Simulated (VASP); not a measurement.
Band structure of Os (hcp). These are PBE GGA with spin-orbit coupling, VASP's PBE PAW potentials (set 64) (plane waves; VASP) values and carry that method's errors.

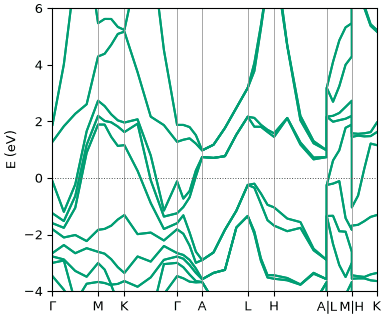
Figure: Bands along high-symmetry lines, zero at the valence-band maximum or, without a gap, the Fermi level

**Question.** Read the plot: is there a gap, and where are the band edges?

**Answer.** It has no gap at this level: it comes out as a metal or semimetal.

The compound is Os in the hcp structure. It was relaxed first.
